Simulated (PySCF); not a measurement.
**RuO₂OH: structure of the doublet**

Aim: relax RuO₂OH as a doublet from a trigonal planar start, check by its vibrations whether the end is a minimum, and collect its spectrum and constants.

Method: PBE0, basis Ru def2-TZVP with ECP28, O def2-TZVP, H def2-TZVP, scalar-relativistic core potentials, no spin–orbit coupling, density fitting; program: PySCF 2.14.0.

### 1 The system as given

5 atoms, charge 0, spin multiplicity 2.

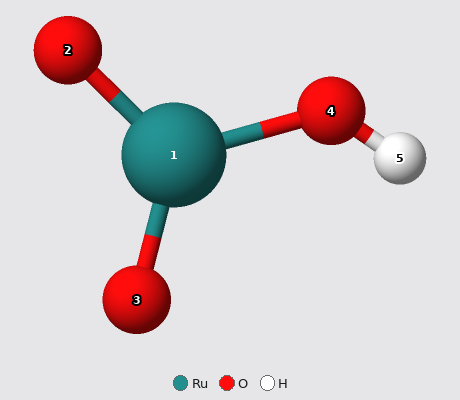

The starting geometry (ruthenium teal, oxygen red, hydrogen white); atoms are numbered from 1 in the order of the file.

Z-matrix (Å, degrees; charge 0 multiplicity 2):
```
Ru
O  1 1.7100
O  1 1.7100 2 120.00
O  1 1.8800 2 120.00 3 180.00
H  4 0.9600 1 130.00 2 180.00
```

### 2 The SCF at the typed geometry

One driver script runs all steps and calls PySCF; scf.py shows how it sets up the SCF of each step. The optimiser is the driver's own. After this first run the driver tries any further starts and a stability analysis.

scf.py

```python
from pyscf import gto, scf, dft
mol = gto.M(atom='''
Ru     0.000000     0.000000     0.000000
O      1.710000     0.000000     0.000000
O     -0.855000     1.480900     0.000000
O     -0.940000    -1.628100     0.000000
H     -1.885400    -1.794800     0.000000''',
    basis={'Ru': 'def2-TZVP', 'O': 'def2-TZVP', 'H': 'def2-TZVP'},
    ecp={'Ru': 'def2-TZVP'},
    charge=0, spin=1)
mf = dft.UKS(mol, xc='PBE0')
mf.grids.atom_grid = (50, 194)
aux = {'Ru': 'def2-universal-JKFIT', 'O': 'def2-universal-JKFIT', 'H': 'def2-universal-JKFIT'}
mf = mf.density_fit(auxbasis=aux)
mf.conv_tol = 1e-08
mf.diis_space = 10
mf.max_cycle = 60
mf.init_guess = 'minao'
mf.verbose = 4
mf.kernel()
```

The run is started by

```sh
$ OMP_NUM_THREADS=4 python axn.py task.json out
```

Log:

```text
init E= -313.072160335776
[... the frontier-level lines of each cycle are left out ...]
cycle= 1 E= -320.813484496216  delta_E= -7.74  |g|= 0.643  |ddm|= 3.08
cycle= 2 E= -320.733463262448  delta_E= 0.08  |g|= 0.829  |ddm|= 0.945
cycle= 3 E= -320.953742152533  delta_E= -0.22  |g|= 0.285  |ddm|= 0.56
cycle= 4 E= -320.9796596402  delta_E= -0.0259  |g|= 0.124  |ddm|= 0.166
cycle= 5 E= -320.982694827629  delta_E= -0.00304  |g|= 0.0752  |ddm|= 0.0868
cycle= 6 E= -320.984755905149  delta_E= -0.00206  |g|= 0.0192  |ddm|= 0.0423
cycle= 7 E= -320.984784696519  delta_E= -2.88e-05  |g|= 0.0179  |ddm|= 0.016
cycle= 8 E= -320.984914459941  delta_E= -0.00013  |g|= 0.00188  |ddm|= 0.0108
cycle= 9 E= -320.984919355556  delta_E= -4.9e-06  |g|= 0.000832  |ddm|= 0.00362
cycle= 10 E= -320.984921663042  delta_E= -2.31e-06  |g|= 0.000639  |ddm|= 0.00284
cycle= 11 E= -320.984923471307  delta_E= -1.81e-06  |g|= 0.000479  |ddm|= 0.00275
cycle= 12 E= -320.984925388429  delta_E= -1.92e-06  |g|= 0.00042  |ddm|= 0.00339
cycle= 13 E= -320.984927504712  delta_E= -2.12e-06  |g|= 0.000391  |ddm|= 0.00424
cycle= 14 E= -320.984930766699  delta_E= -3.26e-06  |g|= 0.00028  |ddm|= 0.00788
cycle= 15 E= -320.984933305809  delta_E= -2.54e-06  |g|= 0.0002  |ddm|= 0.00879
cycle= 16 E= -320.98493469858  delta_E= -1.39e-06  |g|= 0.000127  |ddm|= 0.00921
cycle= 17 E= -320.984934817052  delta_E= -1.18e-07  |g|= 0.000144  |ddm|= 0.00171
cycle= 18 E= -320.984934887804  delta_E= -7.08e-08  |g|= 4.53e-05  |ddm|= 0.00301
cycle= 19 E= -320.984934888888  delta_E= -1.08e-09  |g|= 3.04e-05  |ddm|= 0.000647
Extra cycle  E= -320.984934885377  delta_E= 3.51e-09  |g|= 0.000107  |ddm|= 7.41e-05
converged SCF energy = -320.984934885377  <S^2> = 0.7573821  2S+1 = 2.0073685
```

This step, with its further starts and checks, took 28 s on 4 threads of Arm Neoverse V1, shared host.

Energies from each starting density:

```
                      start  energy (Eh)
    the minimal-basis guess  -320.984935
a thermally smeared density  -320.984935
      a smeared PBE density  -320.984935
```

No lower solution of this spin turned up from the other starts or in the test of internal stability.

### 3 Trigonal planar start, doublet: relaxation

The program finds Cs symmetry in the start, which this walk keeps.

Changes to scf.py since step 2:

```diff
@@ -3,5 +3,5 @@
-Ru     0.000000     0.000000     0.000000
-O      1.710000     0.000000     0.000000
-O     -0.855000     1.480900     0.000000
-O     -0.940000    -1.628100     0.000000
-H     -1.885400    -1.794800     0.000000''',
+Ru     0.021602     0.027590     0.000000
+O      1.731602     0.027590     0.000000
+O     -0.833398     1.508490     0.000000
+O     -0.918398    -1.600510     0.000000
+H     -1.863798    -1.767210     0.000000''',
@@ -18 +17,0 @@
-mf.init_guess = 'minao'
```

Energy and gradient, step by step:

```
step  energy (Eh)  change (kJ/mol)  largest symmetric gradient (Eh/bohr)
   0  -320.984935             0.00                               0.06552
   1  -320.993855           -23.42                               0.02952
   2  -320.995761           -28.43                               0.00621
   3  -320.996117           -29.36                               0.00349
   4  -320.996324           -29.90                               0.00257
   5  -320.996407           -30.12                               0.00186
   6  -320.996459           -30.26                               0.00139
   7  -320.996472           -30.29                               0.00049
   8  -320.996476           -30.30                               0.00048
   9  -320.996479           -30.31                               0.00035
  10  -320.996479           -30.31                               0.00018
```

The walk took 42 s.

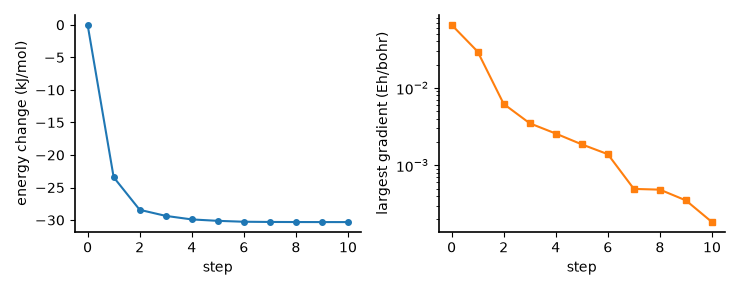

Energy and largest gradient along the walk.

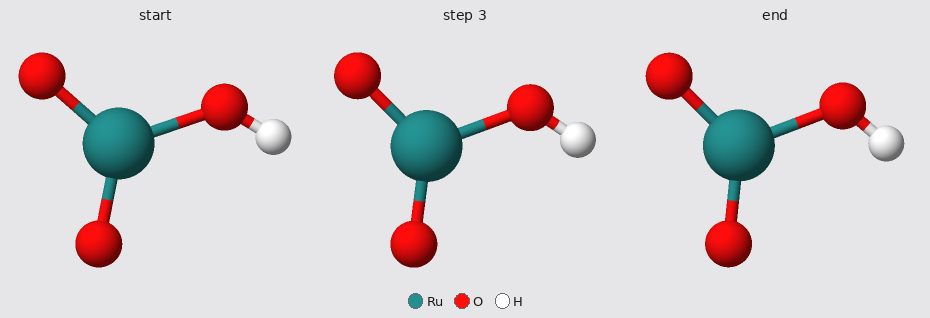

Start and end of the relaxation, with a step between.

After 10 steps and 30.3 kJ/mol it ends at Cs: O–H 0.963 Å, Ru–O 1.646 Å, Ru–O 1.651 Å, Ru–O 1.865 Å; H–O–Ru 118.7°, O–Ru–O 114.7°, O–Ru–O 116.7°, O–Ru–O 128.6°.

### 4 Vibrations and properties at this point

On the finer grid the gradient is checked again; gradients at displacements of ±0.02 bohr then give force constants and infrared intensities.

Changes to scf.py since step 3:

```diff
@@ -3,5 +3,5 @@
-Ru     0.021602     0.027590     0.000000
-O      1.731602     0.027590     0.000000
-O     -0.833398     1.508490     0.000000
-O     -0.918398    -1.600510     0.000000
-H     -1.863798    -1.767210     0.000000''',
+Ru     0.032310     0.053000     0.000000
+O      1.675273    -0.045746     0.000000
+O     -0.919754     1.401900     0.000000
+O     -0.846790    -1.591852     0.000000
+H     -1.809792    -1.602560     0.000000''',
@@ -12 +12 @@
-mf.grids.atom_grid = (50, 194)
+mf.grids.atom_grid = (75, 302)
@@ -15 +15 @@
-mf.conv_tol = 1e-08
+mf.conv_tol = 1e-10
```

This SCF starts from the last density.

SCF at the final geometry:

```text
init E= -320.996503579151
[... the frontier-level lines of each cycle are left out ...]
cycle= 1 E= -320.996503579116  delta_E= 3.49e-11  |g|= 1.08e-05  |ddm|= 7.64e-06
cycle= 2 E= -320.996503578331  delta_E= 7.85e-10  |g|= 4.66e-05  |ddm|= 2.69e-05
cycle= 3 E= -320.996503579163  delta_E= -8.32e-10  |g|= 1.81e-06  |ddm|= 2.24e-05
cycle= 4 E= -320.996503579165  delta_E= -1.99e-12  |g|= 8.21e-07  |ddm|= 1.3e-06
Extra cycle  E= -320.996503579166  delta_E= -1.08e-12  |g|= 1.53e-06  |ddm|= 2.27e-06
converged SCF energy = -320.996503579166  <S^2> = 0.75429876  2S+1 = 2.0042941
```

The whole step took 2.6 min.

Geometry: Cs; O–H 0.963 Å, Ru–O 1.646 Å, Ru–O 1.651 Å, Ru–O 1.865 Å; H–O–Ru 118.8°, O–Ru–O 114.7°, O–Ru–O 116.7°, O–Ru–O 128.7°.

Harmonic modes (main isotopes):

```json
{"symmetry": "a''", "ω (cm⁻¹)": "188i", "IR (km/mol)": "74.1"}
{"symmetry": "a'", "ω (cm⁻¹)": "174", "IR (km/mol)": "8.7"}
{"symmetry": "a''", "ω (cm⁻¹)": "205", "IR (km/mol)": "26.8"}
{"symmetry": "a'", "ω (cm⁻¹)": "307", "IR (km/mol)": "4.3"}
{"symmetry": "a'", "ω (cm⁻¹)": "659", "IR (km/mol)": "178"}
{"symmetry": "a'", "ω (cm⁻¹)": "713", "IR (km/mol)": "6.7"}
{"symmetry": "a'", "ω (cm⁻¹)": "990", "IR (km/mol)": "325"}
{"symmetry": "a'", "ω (cm⁻¹)": "1057", "IR (km/mol)": "38.3"}
{"symmetry": "a'", "ω (cm⁻¹)": "3863", "IR (km/mol)": "212"}
```

1 mode is imaginary, the largest at 188i cm⁻¹: a saddle point, not a minimum.

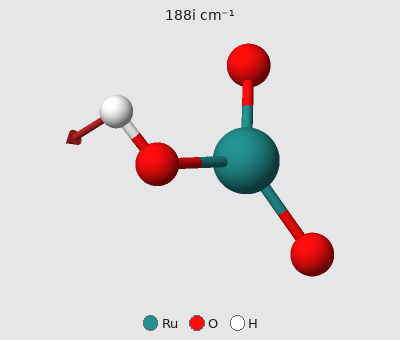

The imaginary mode, as arrows.

Constants and moments:

| Property | Result |
| --- | --- |
| Dipole moment | 2.05 D |
| Highest occupied level | -7.92 eV |
| Lowest empty level | -4.15 eV |
| Rotational constants | 0.2369, 0.2189, 0.1138 cm⁻¹ |
| Zero-point energy (real modes) | 47.7 kJ/mol |
| Principal polarisabilities | 30.8, 47.4, 52.6 bohr³ |
| Atomisation energy without zero-point energy | 1694 kJ/mol |
| Principal traceless quadrupole moments about the centre of mass | -7.18, 0.95, 6.23 D Å |
| Spin squared ⟨S²⟩ | 0.754 |

Charges (e) and bond orders:

```
atom  Mulliken  Löwdin  polar tensor  spin (Mulliken)  Mayer order to Ru1
 Ru1      1.42    0.66          1.68             0.69                   –
  O2     -0.53   -0.25         -0.64             0.06                1.76
  O3     -0.55   -0.27         -0.64             0.05                1.76
  O4     -0.69   -0.31         -0.72             0.20                0.94
  H5      0.36    0.18          0.32            -0.01                0.01
```

Mulliken populations on Ru1 (outside its core potential): s 2.43, p 6.17, d 5.94, f 0.04.

### 5 Leaving the saddle point

The start is the last point, displaced along its most imaginary mode.

The program finds C1 symmetry in the start. The walk stops when the largest gradient is under 0.0003 Eh/bohr and the energy has settled too.

Changes to scf.py since step 4:

```diff
@@ -3,5 +3,5 @@
-Ru     0.032310     0.053000     0.000000
-O      1.675273    -0.045746     0.000000
-O     -0.919754     1.401900     0.000000
-O     -0.846790    -1.591852     0.000000
-H     -1.809792    -1.602560     0.000000''',
+Ru     0.032252     0.052895     0.002054
+O      1.675216    -0.045851    -0.007544
+O     -0.919812     1.401795    -0.003320
+O     -0.846848    -1.591957     0.005341
+H     -1.809850    -1.602665    -0.120000''',
@@ -12 +12 @@
-mf.grids.atom_grid = (75, 302)
+mf.grids.atom_grid = (50, 194)
@@ -15 +15 @@
-mf.conv_tol = 1e-10
+mf.conv_tol = 1e-08
```

The optimiser's trace:

```
step  energy (Eh)  change (kJ/mol)  largest gradient (Eh/bohr)
   0  -320.996456             0.00                     0.00786
   1  -320.996488            -0.08                     0.00521
   2  -320.996564            -0.28                     0.00245
   3  -320.996631            -0.46                     0.00427
   4  -320.996687            -0.61                     0.00959
   5  -320.996792            -0.88                     0.00708
   6  -320.997012            -1.46                     0.01138
   7  -320.997542            -2.85                     0.00759
   8  -320.997735            -3.36                     0.01224
   9  -320.998328            -4.91                     0.01095
  10  -320.998699            -5.89                     0.00498
  11  -320.998921            -6.47                     0.00447
  12  -320.999091            -6.92                     0.00805
  13  -320.999286            -7.43                     0.00710
  14  -320.999466            -7.90                     0.00461
  15  -320.999590            -8.23                     0.00447
  16  -320.999641            -8.36                     0.00428
  17  -320.999679            -8.46                     0.00223
  18  -320.999688            -8.48                     0.00038
  19  -320.999689            -8.49                     0.00022
```

The walk took 96 s.

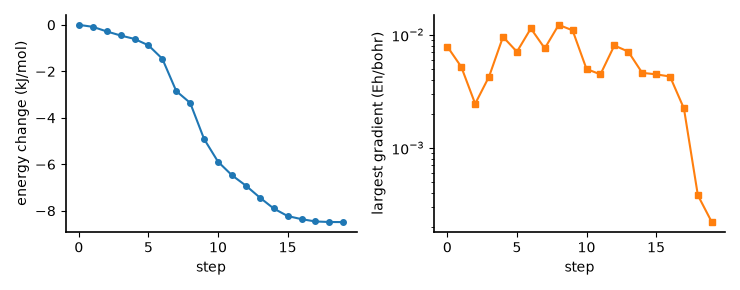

Energy and largest gradient along the walk.

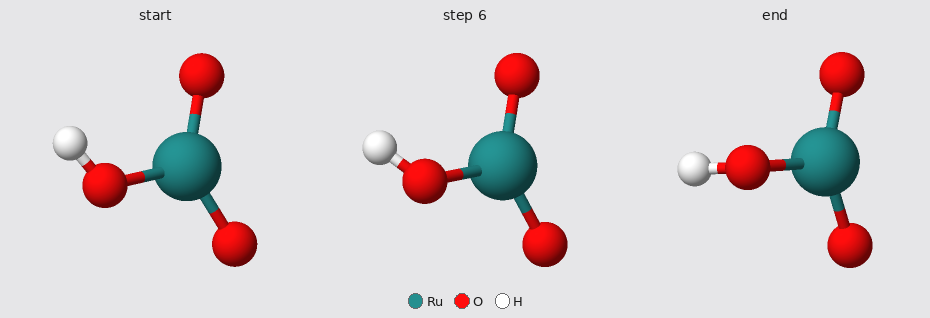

Start and end of the relaxation, with a step between.

End point (Cs, 19 steps, 8.5 kJ/mol gained): O–H 0.963 Å, Ru–O 1.653 Å (×2), Ru–O 1.849 Å; H–O–Ru 119.3°, O–Ru–O 114.9°, O–Ru–O 115.2°, O–Ru–O 127.3°.

### 6 Hessian and properties

As before: finer grid, then central differences.

Changes to scf.py since step 5:

```diff
@@ -3,5 +3,5 @@
-Ru     0.032252     0.052895     0.002054
-O      1.675216    -0.045851    -0.007544
-O     -0.919812     1.401795    -0.003320
-O     -0.846848    -1.591957     0.005341
-H     -1.809850    -1.602665    -0.120000''',
+Ru     0.042839     0.052574     0.044750
+O      1.615686    -0.228039    -0.379632
+O     -0.789708     1.475400    -0.078224
+O     -1.008736    -1.460001     0.201116
+H     -1.389675    -1.858326    -0.587804''',
@@ -12 +12 @@
-mf.grids.atom_grid = (50, 194)
+mf.grids.atom_grid = (75, 302)
@@ -15 +15 @@
-mf.conv_tol = 1e-08
+mf.conv_tol = 1e-10
```

SCF at the final geometry:

```text
init E= -320.999674190301
[... the frontier-level lines of each cycle are left out ...]
cycle= 1 E= -320.999674190297  delta_E= 4.09e-12  |g|= 3.45e-06  |ddm|= 2.2e-06
Extra cycle  E= -320.999674190252  delta_E= 4.42e-11  |g|= 1.21e-05  |ddm|= 6.64e-06
converged SCF energy = -320.999674190252  <S^2> = 0.75646216  2S+1 = 2.0064518
```

The whole step took 2.5 min on 4 threads of Arm Neoverse V1, shared host.

Geometry: Cs; O–H 0.962 Å, Ru–O 1.653 Å (×2), Ru–O 1.849 Å; H–O–Ru 119.6°, O–Ru–O 115.1° (×2), O–Ru–O 127.3°.

Harmonic modes (main isotopes):

| symmetry | ω (cm⁻¹) | IR (km/mol) |
| --- | --- | --- |
| a' | 187 | 9.6 |
| a'' | 213 | 0.0 |
| a' | 303 | 5.3 |
| a'' | 346 | 101 |
| a' | 701 | 158 |
| a' | 786 | 65.0 |
| a'' | 990 | 289 |
| a' | 1041 | 50.4 |
| a' | 3853 | 158 |

No imaginary mode, so this is a minimum.

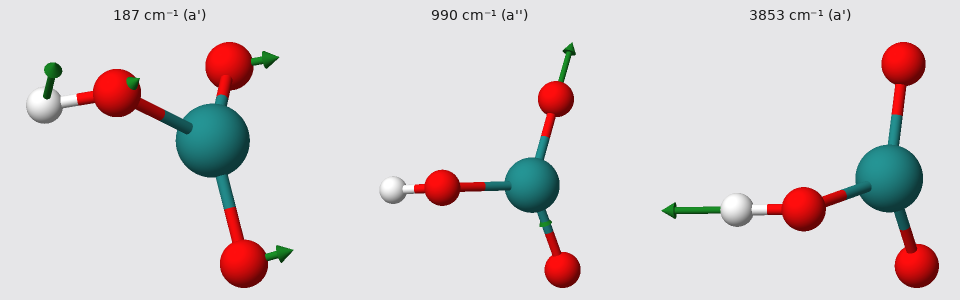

How the atoms move in 3 of the modes.

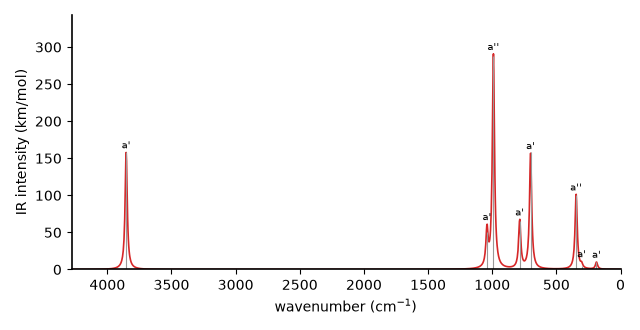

The harmonic infrared spectrum (widths in cm⁻¹). Lines are broadened to a width of 20 cm⁻¹ (Lorentzian).

Constants and moments:

```
Dipole moment                                                   : 1.62 D
Highest occupied level                                          : -8.08 eV
Lowest empty level                                              : -4.37 eV
Rotational constants                                            : 0.2346, 0.2188, 0.1158 cm⁻¹
Zero-point energy                                               : 50.4 kJ/mol
Principal polarisabilities                                      : 31.5, 46.6, 50.6 bohr³
Atomisation energy without zero-point energy                    : 1702 kJ/mol
Principal traceless quadrupole moments about the centre of mass : -6.34, -2.79, 9.13 D Å
Entropy at 298.15 K and 1 bar (electronic part: spin only)      : 313.9 J/(mol K)
Heat capacity Cp at 298.15 K                                    : 71.6 J/(mol K)
Enthalpy at 298.15 K above 0 K                                  : 15.61 kJ/mol
Rotational symmetry number                                      : 1
Spin squared ⟨S²⟩                                               : 0.756
```

Populations by atom (charges in e):

```
atom  Mulliken  Löwdin  polar tensor  spin (Mulliken)  Mayer order to Ru1
 Ru1      1.44    0.68          1.70             0.75                   –
O2,3     -0.55   -0.26         -0.64             0.08                1.75
  O4     -0.71   -0.32         -0.74             0.08                0.87
  H5      0.36    0.17          0.32             0.01                0.01
```

Outer orbital energies (eV). α occupied: -13.19, -12.73, -11.46, -10.61, -10.34, -9.97, -8.31, -8.24; empty: -4.18, -2.14, -1.98, 0.15. β occupied: -13.71, -12.80, -11.69, -11.10, -10.29, -10.21, -9.91, -8.08; empty: -4.37, -3.72, -1.85, -1.71.

Mulliken populations on Ru1 (outside its core potential): s 2.38, p 6.20, d 5.93, f 0.04.

### 7 All stationary points

| spin | group | bonds | imaginary modes (cm⁻¹) | ΔE (kJ/mol) | with zero-point energy |
| --- | --- | --- | --- | --- | --- |
| doublet | Cs | O–H 0.962 Å, Ru–O 1.653 Å (×2), Ru–O 1.849 Å | none | 0.0 | 0.0 |
| doublet | Cs | O–H 0.963 Å, Ru–O 1.646 Å, Ru–O 1.651 Å, Ru–O 1.865 Å | 188i | 8.3 | – |

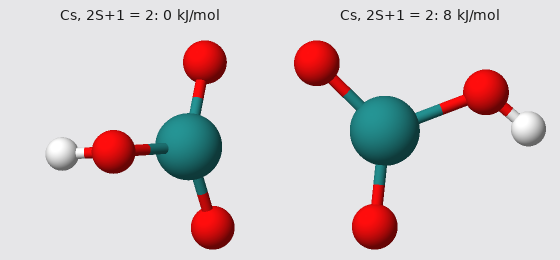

The points, lowest first (ruthenium teal, oxygen red, hydrogen white).

### 8 Results

| quantity | value |
| --- | --- |
| minimum | doublet, Cs |
| geometry | O–H 0.962 Å, Ru–O 1.653 Å (×2), Ru–O 1.849 Å; H–O–Ru 119.6°, O–Ru–O 115.1° (×2), O–Ru–O 127.3° |
| wavenumbers (cm⁻¹) | 187 (a'), 213 (a''), 303 (a'), 346 (a''), 701 (a'), 786 (a'), 990 (a''), 1041 (a'), 3853 (a') |
| dipole moment | 1.62 D |
| highest occupied, lowest empty level (either spin) | -8.08, -4.37 eV |
| polar-tensor charge of Ru1 | +1.70 e |
| zero-point energy | 50.4 kJ/mol |
| entropy at 298.15 K | 313.9 J/(mol K) |
| atomisation energy (no zero-point energy) | 1702 kJ/mol |
| ⟨S²⟩ | 0.756 |

In words: The trigonal planar start (Cs) ends in a minimum of Cs symmetry, after a stop at a saddle point 8.3 kJ/mol higher, from which it was pushed off along an imaginary mode. In the infrared the band at 990 cm⁻¹ (a'') leads. Most of the spin sits on Ru1 (Mulliken spin 0.75, against 1 for the whole molecule). Other starts or spin states, not run here, may lie lower. One determinant may miss the lowest occupation of an open d or f shell.

The search up to here took 7.9 min.
